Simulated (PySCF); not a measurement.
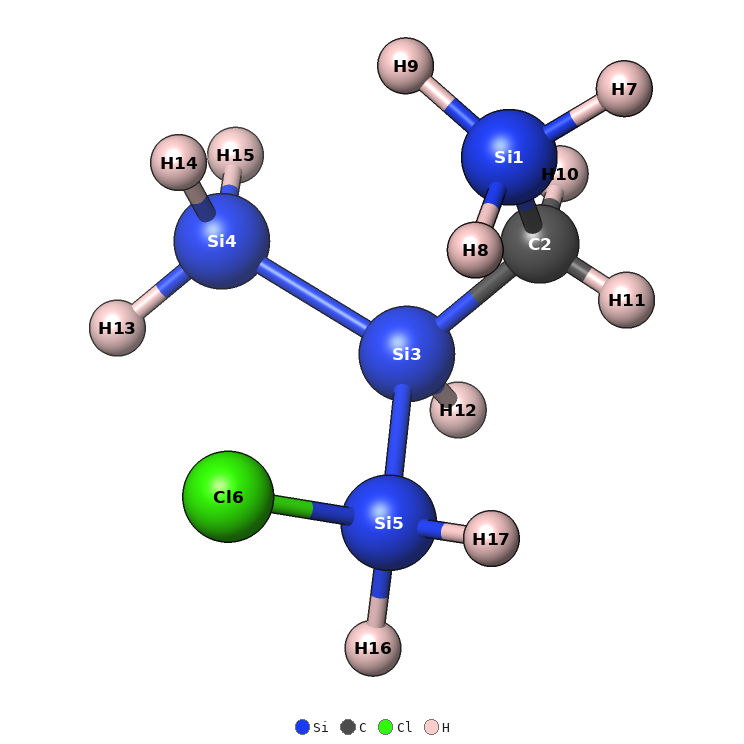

Computed geometry: GFN2-xTB optimisation. No frequency run is at hand to confirm it as a minimum. Electric field gradients from the ground-state density, PBE0/pcSseg-1 (PySCF 2.14.0), non-relativistic apart from any core potentials.

Give the largest field-gradient component, the quadrupole coupling constant and the asymmetry for 35Cl at Cl6 (Q = −81.7 mb).

| atom | V_zz (a.u.) | e²qQ/h (MHz) | η |
| --- | --- | --- | --- |
| Cl6 | 2.194 | −42.1 | 0.00 |

The geometry is semi-empirical. Around Si such bond lengths and angles can be off by a tenth of an ångström or more and by several degrees, and values that hang on the shape move with them.
